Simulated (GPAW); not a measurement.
Consider CuSe (P4/nmm).

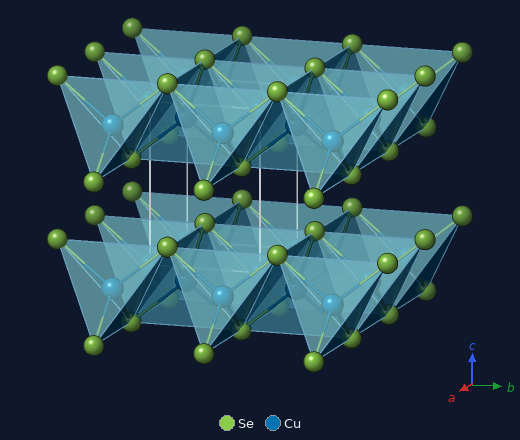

The structure (selenium green, copper blue). 2×2×1 cells are drawn. Some periodic images of atoms are drawn too.

```xyz
4
Lattice="3.7746 0.0000 0.0000 0.0000 3.7746 0.0000 0.0000 0.0000 5.4383" Properties=species:S:1:pos:R:3 pbc="T T T"
Se    0.0000    1.8873    1.5064
Se    1.8873    0.0000    3.9319
Cu    1.8873    1.8873    0.0000
Cu    0.0000    0.0000    0.0000
```

Absorber: atom 1, with 4 Cu at 2.41 Å (4-fold, site symmetry 4mm). Method: GPAW, LDA, excited-electron core hole (neutral cell), 16-atom cell with 7.5 Å between holes, 3×3×3 k points, dipole transitions, Gaussian full width 2.33 eV up to 4 eV, rising linearly to 3.5 eV at 25 eV.

**Question.** Predict the near-edge structure at the Se K edge.

Main maxima up to 30 eV above the zero (height): 0.4 eV (0.40), 5.0 eV (1.80), 9.8 eV (1.33), 19.4 eV (1.21) and 25.4 eV (1.01). A K edge sees empty p states on the absorber. 

The Se K spectrum (energy from the lowest empty level; intensity scaled to a mean of 1 over the first 20 eV; polarised curves are means over the symmetry-equivalent atoms):

```tsv
E (eV)	isotropic	ε ⊥ c	ε ∥ c
-2.0	0.02	0.03	0.01
-0.5	0.26	0.32	0.14
1.0	0.35	0.43	0.21
2.5	0.39	0.26	0.64
4.0	1.44	1.17	1.97
5.5	1.66	1.74	1.49
7.0	0.94	1.06	0.71
8.5	1.11	1.16	1.00
10.0	1.33	1.33	1.31
11.5	1.16	1.13	1.22
13.0	1.03	0.99	1.11
14.5	0.86	0.85	0.87
16.0	0.73	0.73	0.73
17.5	0.88	0.87	0.88
19.0	1.18	1.20	1.16
20.5	1.08	1.07	1.08
22.0	0.74	0.73	0.77
23.5	0.80	0.80	0.81
25.0	1.00	1.01	0.99
26.5	0.93	0.94	0.91
28.0	0.80	0.79	0.82
29.5	0.94	0.91	0.99
31.0	1.18	1.17	1.21
```

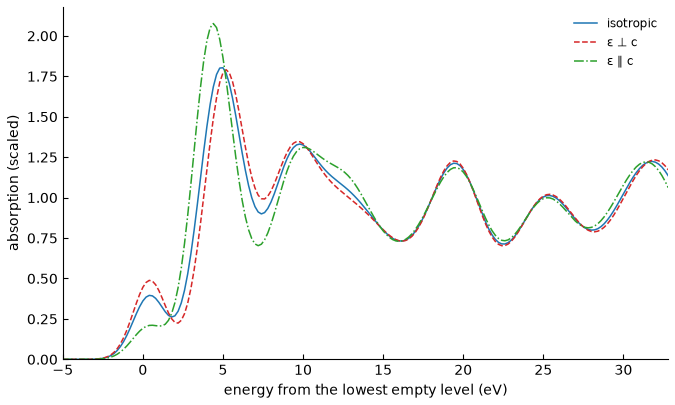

The Se K edge.

The script folds with a Gaussian, whereas the core hole's own line is a Lorentzian, so the onset is too steep and the first peak too high. The unit cell's mesh shows no gap over 0.35 eV. That is right for a metallic compound; for a small-gap or correlated insulator it would be the fault of the functional or of the assumed magnetic order, and the hole would be screened too well. The mesh is coarse (0.39 Å⁻¹ between points), so small maxima may be mesh ripples. Lifetime broadening is put in by hand, and intensities beyond about 20 eV depend on it and on the partial waves; weight that the partial waves miss at high energy is lost. The structure is a computed Materials Project entry and may be a hypothetical form.

[Banner, clock and machine lines of the logs are left out without a mark of their own.]

[Logs are printed without paths, hosts, clocks, repeated set-up lines and the standing remarks that a program may print on its own settings, such as how far it seeks lower states.]

[Hosts, paths, dates, database ids (printed as entryN), source tags and the programs' standing remarks are cut or masked in the printed files.]

[Lists of maxima count a maximum above −3 eV only where it reaches 4 % of the highest in the window and stands out from its surroundings by 2 % of it (1.5 % where it reaches 55 %); shoulders and weaker maxima are passed over, and of the rest the first, up to two pre-edge ones and the few strongest are named.]
